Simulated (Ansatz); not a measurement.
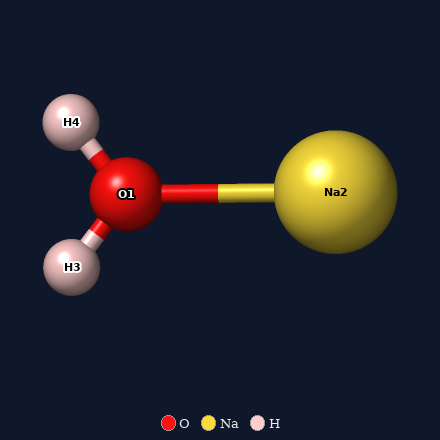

The system is H₂NaO, SMILES [OH2+][Na], charge +1; the picture shows the reference structure. 
- Coordinates scanned: (1) bond length O1–H4; (2) angle Na2–O1–H4.
- Nothing is relaxed (all other coordinates rigid).
- The grid has 15 × 15 points.
- Points are written as (first, second).
- Energies: kJ/mol, counted from the relaxed molecule at the same level.
- Computed with RKS PBE0-D4/def2-TZVP in Ansatz 0.2.0.

Its coordinates:

```tsv
atom	x (Å)	y (Å)	z (Å)
O	-0.2071	0.0651	-0.1428
Na	1.5562	-0.4886	1.0724
H	-1.0106	0.5042	0.1561
H	-0.3384	-0.0806	-1.0857
```

Range: bond length O1–H4 from 0.828 to 1.348 Å; angle Na2–O1–H4 from 92.5 to 162.5°.

What will the energy surface look like?

Answer. The lowest grid point is at (0.977 Å, 127.5°), 0.47 kJ/mol from the relaxed molecule at the same level. No other kind of well shows on this grid. The highest grid point, (1.348 Å, 162.5°), lies 198 kJ/mol above the lowest. Round the minimum the two coordinates are nearly uncoupled.

| angle Na2–O1–H4 ↓, bond length O1–H4 → | 0.828 | 0.865 | 0.903 | 0.940 | 0.977 | 1.014 | 1.051 | 1.088 | 1.126 | 1.163 | 1.200 | 1.237 | 1.274 | 1.311 | 1.348 |
| --- | --- | --- | --- | --- | --- | --- | --- | --- | --- | --- | --- | --- | --- | --- | --- |
| 162.5 | 85 | 52 | 32 | 23 | 23 | 28 | 38 | 53 | 70 | 89 | 110 | 131 | 153 | 176 | 199 |
| 157.5 | 79 | 46 | 26 | 17 | 17 | 22 | 33 | 47 | 64 | 83 | 104 | 125 | 148 | 170 | 193 |
| 152.5 | 74 | 41 | 21 | 13 | 12 | 17 | 28 | 42 | 59 | 78 | 99 | 120 | 142 | 165 | 188 |
| 147.5 | 70 | 37 | 17 | 9 | 8 | 13 | 24 | 38 | 55 | 74 | 95 | 116 | 138 | 161 | 184 |
| 142.5 | 67 | 34 | 14 | 5 | 5 | 10 | 20 | 34 | 52 | 71 | 91 | 113 | 135 | 157 | 180 |
| 137.5 | 65 | 32 | 12 | 3 | 2 | 8 | 18 | 32 | 49 | 68 | 89 | 110 | 132 | 155 | 178 |
| 132.5 | 64 | 31 | 11 | 2 | 1 | 6 | 17 | 31 | 48 | 67 | 87 | 109 | 131 | 153 | 176 |
| 127.5 | 64 | 31 | 10 | 1 | 0 | 6 | 16 | 30 | 47 | 66 | 86 | 108 | 130 | 152 | 175 |
| 122.5 | 64 | 31 | 11 | 2 | 1 | 6 | 16 | 30 | 47 | 66 | 87 | 108 | 130 | 152 | 175 |
| 117.5 | 66 | 33 | 12 | 3 | 2 | 7 | 18 | 31 | 49 | 67 | 88 | 109 | 131 | 153 | 175 |
| 112.5 | 68 | 35 | 15 | 6 | 4 | 10 | 20 | 33 | 51 | 69 | 89 | 111 | 132 | 155 | 177 |
| 107.5 | 71 | 38 | 18 | 9 | 8 | 13 | 23 | 36 | 53 | 72 | 92 | 113 | 135 | 157 | 179 |
| 102.5 | 75 | 42 | 22 | 13 | 12 | 17 | 27 | 40 | 57 | 76 | 96 | 117 | 138 | 160 | 183 |
| 97.5 | 80 | 47 | 27 | 18 | 16 | 22 | 31 | 45 | 62 | 80 | 100 | 121 | 143 | 165 | 187 |
| 92.5 | 86 | 53 | 33 | 24 | 22 | 27 | 37 | 51 | 67 | 86 | 106 | 127 | 148 | 170 | 192 |

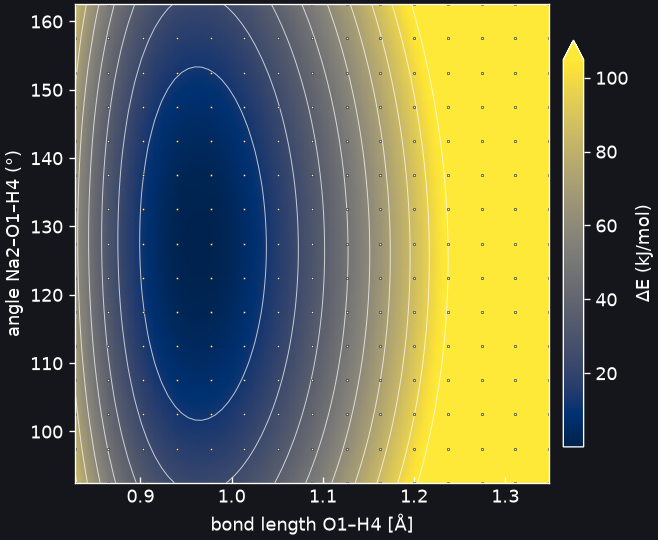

Drawn: a smooth colour map with a few white contour lines, dots at the grid points, one colour for all values above the top of the scale. Between grid points the surface is interpolated.

Each point was launched as `ansatz run input.yaml --threads 1 --pin off --max-ram 2560MiB --backend cpu --events-out ev --progress --plain --runs-dir out`. Time for the 225 points that were run: 4.9 min on 1 thread of Arm Neoverse V1, on a shared host.
